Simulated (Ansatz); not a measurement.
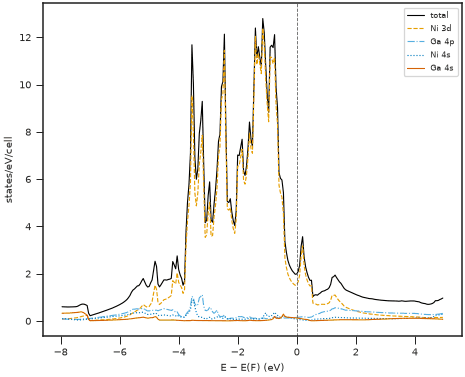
*Total and projected density of states of GaNi3 (Cu3Au type, space group No. 221), DFT-r²SCAN in the program Ansatz with PAW potentials*

### Question
Which orbitals carry the states next to the Fermi level?

### Answer
Within 0.5 eV of the Fermi level: Ni 3d 82 %, Ga 4p 5 %. Projections are on Löwdin-orthogonalised atomic valence shells; empty p or d shells of many metals are not among them.

### Question
Where is the tallest occupied peak in this window, and what makes it?

### Answer
Near -1.1 eV, about 13 states/eV per cell; the largest projected share is Ni 3d.

Space group Pm-3m (Cu3Au type). The workflow started from a Materials Project entry (that database holds measured and hypothetical structures alike); the Crystallography Open Database copy checked does not list it. With Ga and Ni taken as one species the cell has the higher symmetry Fm-3m, so it may be an ordered model of a mixed-site phase. Whether it is the stable phase at ambient conditions was not checked. The cell was relaxed with r²SCAN under the symmetry of its start; whether a distortion lowers the energy is not shown. Spin order of the final state: ferromagnetic, the only order run, not a proven ground state. Other orbital occupations within this spin state were not tried. Scalar-relativistic: spin–orbit coupling is off unless named, which matters more the heavier the elements.

Potentials: the later of the program's two PAW sets.
